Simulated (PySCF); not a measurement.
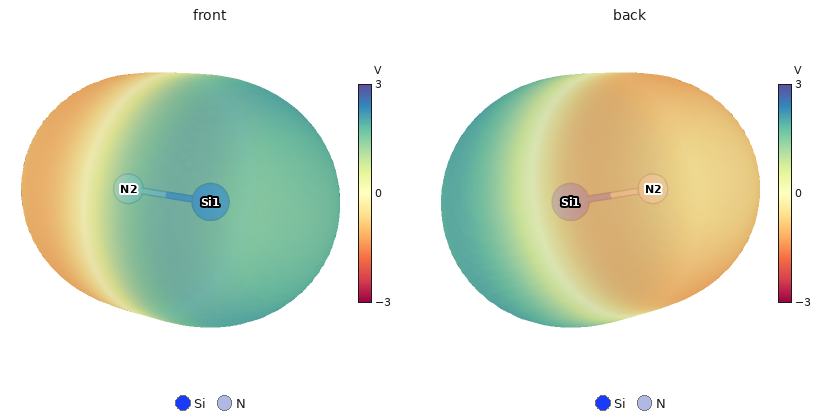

SiN (doublet). The molecular electrostatic potential painted on the density surface at 0.004 e/bohr³, seen from the front and from behind; red is negative and blue positive.

These are results of PBE0/def2-TZVPPD, non-relativistic Hamiltonian with scalar-relativistic core potentials where named, at a bond length of 1.565 Å in PySCF, not measurements.

```xyz
2

Si    0.0000    0.0000   -0.5220
N     0.0000    0.0000    1.0430
```

Where is the surface potential most negative and most positive?

Answer. The most negative region (about −1.1 V) lies over N2, the most positive (about +2.0 V) over Si1. N2 is the likeliest acceptor of a hydrogen bond.
